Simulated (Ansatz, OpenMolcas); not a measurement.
# C4H11As (tert-butylarsine): methods side by side

C4H11As: 16 atoms, total charge 0, spin state singlet. As SMILES, `CC(C)(C)[AsH2]`. The coordinates come from a PBE0-D4/def2-TZVP relaxation. This is one conformer, not always the lowest.

Each level gives the electronic atomisation energy (eV). The values are calculated. Electronic energies at fixed atoms, without zero-point motion or spin-orbit coupling.

```tsv
level	kind	program	value (eV)	CPU time (all runs)
SVWN5/6-31G* (spherical functions)	LDA	Ansatz	69.27	8.2 s
revPBE/6-31G* (spherical functions)	GGA	OpenMolcas	59.58	95 s
M06-L/6-31G* (spherical functions)	meta-GGA	OpenMolcas	60.30	2.1 min
TPSS/6-31G* (spherical functions)	meta-GGA	OpenMolcas	61.27	1.8 min
CAM-B3LYP/6-31G* (spherical functions)	range-separated hybrid	Ansatz	60.98	15 s
wB97X/6-31G* (spherical functions)	range-separated hybrid	Ansatz	61.10	47 s
MP2/6-31G* (spherical functions)	perturbation theory	Ansatz	55.27	8.5 s
CCSD/6-31G* (spherical functions)	coupled cluster or CI	Ansatz	54.66	43 s
```

All-electron rows without a relativistic Hamiltonian named are non-relativistic. The values span 54.66 to 69.27 eV. In the correlated wave-function rows the outer d shell of As is correlated, in sets not made for it. Times are those of the runs behind each value, whatever else they computed, on shared processors of several kinds: orders of magnitude only.

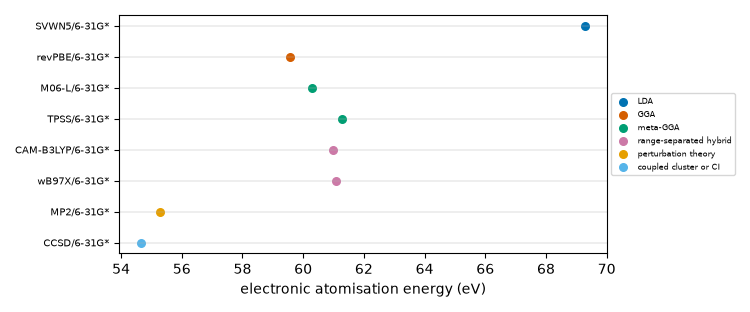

The values of the table, level by level.
